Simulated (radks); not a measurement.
# Run report: Cr⁺, atomic calculation

- system: the Cr⁺ ion in the configuration [Ar] 3d5 (high spin).
- method: non-relativistic Kohn-Sham, exchange-only PBE, spin-polarised, spherical densities, point nucleus (the in-house radial solver radks)

## Log
```
1s      1   1.0000        -214.61790268
2s      1   1.0000         -24.38064581
2p      1   3.0000         -20.74533391
3s      1   1.0000          -2.93531564
3p      1   3.0000          -1.93085713
3d      1   5.0000          -0.38317053
1s      2   1.0000        -214.61903203
2s      2   1.0000         -24.31612006
2p      2   3.0000         -20.69701212
3s      2   1.0000          -2.75149193
3p      2   3.0000          -1.74872694
3d      2   0.0000          -0.21947832
Etot -1042.9880677042877
Ekin 1042.9880677234923
Encl -2474.738464121747
Eh 436.13339107644026
Exc -47.37106238247346
err 4.102335194185406e-09
it 16
```

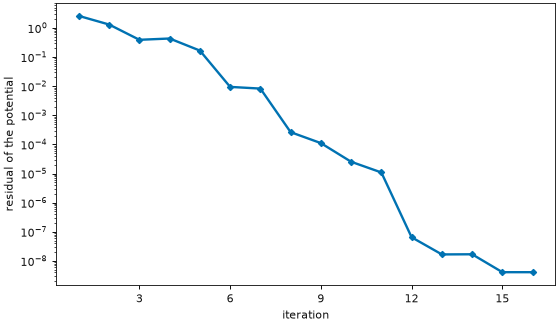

Fig. 1: Convergence: residual of the potential against the iteration. The residual falls almost steadily, with no more than small rises or pauses. It goes from 2.6 to 4.1×10⁻⁹ in 16 steps.

## Orbitals

| orbital | occupation | energy (eV) | ⟨r⟩ (bohr) | outer maximum (bohr) |
| --- | --- | --- | --- | --- |
| 1s down | 1 | −5840.1 | 0.06419 | 0.0422 |
| 1s up | 1 | −5840.1 | 0.06419 | 0.0422 |
| 2s up | 1 | −663.431 | 0.2963 | 0.246 |
| 2s down | 1 | −661.675 | 0.2958 | 0.246 |
| 2p up | 3 | −564.509 | 0.2612 | 0.199 |
| 2p down | 3 | −563.194 | 0.2606 | 0.199 |
| 3s up | 1 | −79.874 | 0.9116 | 0.784 |
| 3s down | 1 | −74.872 | 0.9132 | 0.784 |
| 3p up | 3 | −52.541 | 0.9713 | 0.801 |
| 3p down | 3 | −47.585 | 0.9754 | 0.802 |
| 3d up | 5 | −10.427 | 1.399 | 0.836 |

## Slater integrals of the outer shells (hartree)

| integral | value |
| --- | --- |
| F0(3d,3d) | 0.6767 |
| F2(3d,3d) | 0.2986 |
| F4(3d,3d) | 0.1831 |
| F0(3d,3p) | 0.7823 |
| F2(3d,3p) | 0.3553 |
| G1(3d,3p) | 0.4409 |
| G3(3d,3p) | 0.2629 |
| F0(3d,3s) | 0.8015 |
| G2(3d,3s) | 0.3292 |
| F0(3d,2p) | 0.9879 |
| F2(3d,2p) | 0.1628 |
| G1(3d,2p) | 0.1137 |
| G3(3d,2p) | 0.0644 |
| F0(3p,3p) | 0.9319 |

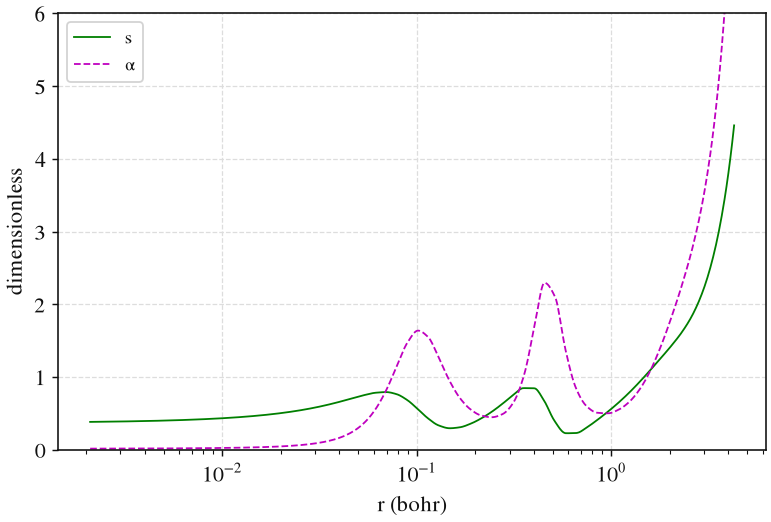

Fig. 2: The reduced density gradient s and the kinetic indicator α = (τ − τW)/τunif, the ingredients of GGAs and meta-GGAs. s starts near 0.38 at the inner end, has maxima between the shells at r = 0.070 bohr (0.79) and 0.35 bohr (0.85), and grows in the tail, to 4.5 at 4.3 bohr. α peaks at r = 0.10 bohr (1.6) and 0.45 bohr (2.3), where shells overlap, and is small where one s orbital dominates. In the tail α rises again, to 8.3 at the end, as it does where the highest occupied level has l > 0.

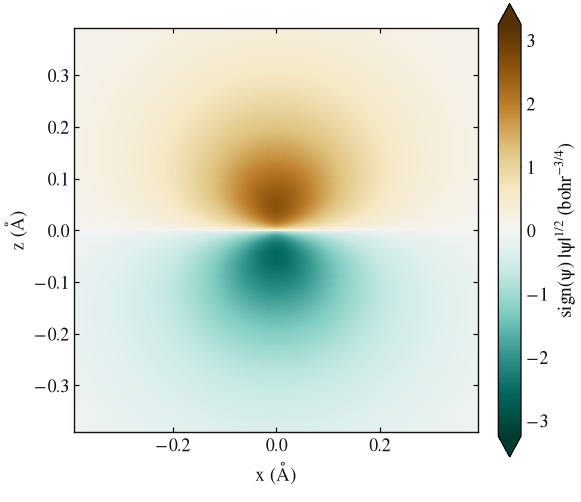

Fig. 3: The 2p(z) orbital of down spin. In the xz plane through the nucleus, the colour gives the signed square root of ψ. (1 bohr = 0.529 Å.) The radial function comes from the spherical calculation and is multiplied by a real spherical harmonic; the overall sign is chosen so that the largest lobe of P(r) is positive. It has the nodal plane xy and no radial node. The maximum of P² lies at 0.199 bohr, ⟨r⟩ = 0.261 bohr, 90 % of the charge lies within 0.427 bohr, and the eigenvalue is −563.2 eV, with 3 electrons in the shell for this spin.

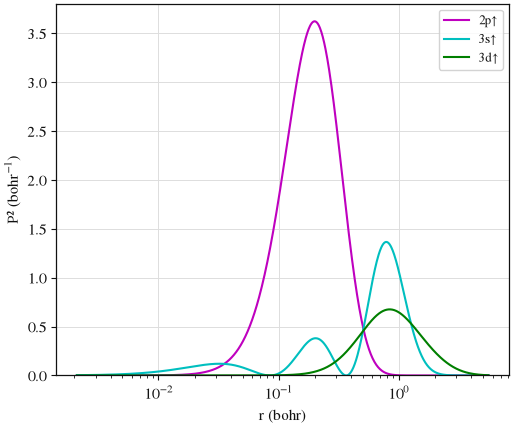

Fig. 4: The radial probability densities P² of 2p up, 3d up and 3s up. 2p up: outer maximum at 0.199 bohr, ⟨r⟩ = 0.261 bohr, 0 nodes, eigenvalue −564.5 eV; 3s up: outer maximum at 0.784 bohr, ⟨r⟩ = 0.912 bohr, 2 nodes, eigenvalue −79.9 eV; 3d up: outer maximum at 0.836 bohr, ⟨r⟩ = 1.40 bohr, 0 nodes, eigenvalue −10.4 eV.

## Input file
```
Z 24
configuration [Ar] 3d5
relativity non-relativistic
functional pbe,
spin polarised
nucleus point
```

Energies in input and log are in hartree, lengths in bohr.

Launched within a batch (the task file carries these settings):
```bash
python <driver script> task.json out
```

## Results in brief

| quantity | value |
| --- | --- |
| outcome | converged |
| total energy | −1042.9881 hartree |
| kinetic energy | 1042.9881 hartree |
| electron–nucleus energy | −2474.7385 hartree |
| Hartree energy | 436.133391 hartree |
| exchange–correlation energy | −47.371062 hartree |
| radius at density 0.001 e/bohr³ | 3.60 bohr |
| SCF iterations | 16 |
| hardware | 1 thread of Arm Neoverse V2, 23 GiB of memory available, shared host |
